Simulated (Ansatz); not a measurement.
# C2H7B (SMILES BCC) at HF/3-21G

What is the energy change on altering one bond length of C2H7B at HF/3-21G? 

The results are computed with Ansatz 0.2.0.

47 further runs of the same task are left out: 47 set aside as unsound or not needed. Runs told in other sessions of the task aren't counted.

## 1. The system as given

The species is C2H7B (10 atoms), meant as a singlet with charge 0. As SMILES, `BCC`. Geometry: relaxed at PBE0-D4/def2-TZVP.

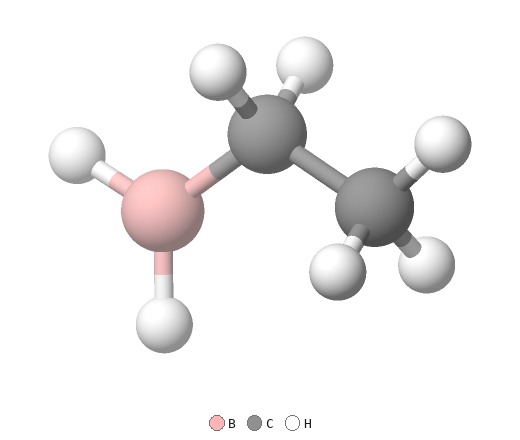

The structure, seen from a chosen angle (boron pink, carbon grey, hydrogen white).

## 2. The energy at HF/3-21G

Input file input.yaml:

```yaml
basis:
  gaussian:
    orbitals: 3-21G.json
crystal:
  periodic: [false, false, false]
  atoms:
    - {symbol: B, position_ang: [-0.923200, 0.854800, -0.729500]}
    - {symbol: C, position_ang: [0.421700, 0.293700, -0.199000]}
    - {symbol: C, position_ang: [0.384700, -0.913600, 0.727600]}
    - {symbol: H, position_ang: [-1.979600, 0.366600, -0.436300]}
    - {symbol: H, position_ang: [-0.919600, 1.807100, -1.458300]}
    - {symbol: H, position_ang: [0.950700, 1.138100, 0.271400]}
    - {symbol: H, position_ang: [1.046800, 0.094100, -1.084500]}
    - {symbol: H, position_ang: [1.384300, -1.226700, 1.039300]}
    - {symbol: H, position_ang: [-0.190300, -0.697600, 1.631400]}
    - {symbol: H, position_ang: [-0.092300, -1.767800, 0.240900]}
hamiltonian:
  xc: hf
accuracy: high
output: {orbitals: {seedname: orbitals}}
```

The basis set 3-21G is read from a file made from the Basis Set Exchange's data (not shown).

The run is started by

```console
$ ansatz run input.yaml --threads 1 --pin off --max-ram 2610MiB --events-out events.jsonl --progress --plain --runs-dir runs
```

Output:

```text
Warning: RAYON_NUM_THREADS=1 ignored (pool sized by the plan → 1); use --threads N
Functional definition: HF
  name "HF"
  exchange = exact_x
  correlation = 0
1010 factors; integrals over basis functions are off by at most 3.2e-9 eV
mean field evaluation 1: about -2825.8742 eV, gradient 2.0e1 eV
mean field evaluation 2: about -2825.8502 eV, gradient 2.0e1 eV
mean field evaluation 4: about -2827.0614 eV, gradient 2.0e0 eV
mean field evaluation 8: about -2827.0730 eV, gradient 2.9e-4 eV
mean field -2827.07303687 eV, -103.8930178461 hartree, gradient 2.3e-8 eV, S^2 0.000000; 0 other end points of the search recorded, 0 dependent functions left out
reference -2827.07303687 eV, -103.8930178461 hartree; 12, 12 occupied and 29, 29 virtual orbitals, 1010 factors
Total energy: -2827.07303687 eV, -103.8930178461 hartree
```

Run time: 0.34 s. Hardware: 1 thread of Arm Neoverse V1, shared host.

## 3. The distorted shape, same level

Input file job.yaml:

```yaml
crystal:
  periodic: [false, false, false]
  atoms:
    - symbol: B
      position_ang: [-1.016991, 0.884748, -0.596639]
    - symbol: C
      position_ang: [0.327909, 0.323648, -0.066139]
    - symbol: C
      position_ang: [0.290909, -0.883652, 0.860461]
    - symbol: H
      position_ang: [-2.073391, 0.396548, -0.303439]
    - symbol: H
      position_ang: [-1.013391, 1.837048, -1.325439]
    - symbol: H
      position_ang: [0.856909, 1.168048, 0.404261]
    - symbol: H
      position_ang: [1.046800, 0.094100, -1.084500]
    - symbol: H
      position_ang: [1.290509, -1.196752, 1.172161]
    - symbol: H
      position_ang: [-0.284091, -0.667652, 1.764261]
    - symbol: H
      position_ang: [-0.186091, -1.737852, 0.373761]
basis:
  gaussian:
    orbitals: 3-21G.json
hamiltonian:
  xc: hf
accuracy: high
output: {orbitals: {seedname: orbitals}}
```

The basis set 3-21G is read from a file made from the Basis Set Exchange's data (not shown).

The run is started by

```console
$ ansatz run job.yaml --threads 1 --pin off --max-ram 2610MiB --events-out events.jsonl --progress --plain --runs-dir runs
```

Output:

```text
Warning: RAYON_NUM_THREADS=1 ignored (pool sized by the plan → 1); use --threads N
[... 4 set-up lines as earlier in the session ...]
1012 factors; integrals over basis functions are off by at most 3.0e-9 eV
mean field evaluation 1: about -2825.5262 eV, gradient 2.0e1 eV
mean field evaluation 2: about -2825.5039 eV, gradient 2.0e1 eV
mean field evaluation 4: about -2826.6987 eV, gradient 2.0e0 eV
mean field evaluation 8: about -2826.7113 eV, gradient 3.3e-4 eV
mean field -2826.71128015 eV, -103.8797235319 hartree, gradient 2.9e-8 eV, S^2 0.000000; 0 other end points of the search recorded, 0 dependent functions left out
reference -2826.71128015 eV, -103.8797235319 hartree; 12, 12 occupied and 29, 29 virtual orbitals, 1012 factors
Total energy: -2826.71128015 eV, -103.8797235319 hartree
```

Run time: 0.34 s. Hardware: 1 thread of Arm Neoverse V1, shared host.

## 4. What came out

At HF/3-21G:

| quantity | value |
| --- | --- |
| first shape: total energy | -103.89302 Eh |
| first shape: HOMO energy | -12.16 eV |
| first shape: LUMO energy | 2.82 eV |
| first shape: HOMO–LUMO gap | 14.99 eV |
| distorted shape: total energy | -103.87972 Eh |
| distorted shape: HOMO energy | -12.01 eV |
| distorted shape: LUMO energy | 2.77 eV |
| distorted shape: HOMO–LUMO gap | 14.78 eV |
| energy change with the C2–H7 bond stretched from 1.102 to 1.267 Å | 0.362 eV |

With the C2–H7 bond stretched from 1.102 to 1.267 Å the energy rises by 0.36 eV (8.3 kcal/mol). The first shape isn't relaxed at this level, so the change isn't measured from a minimum.
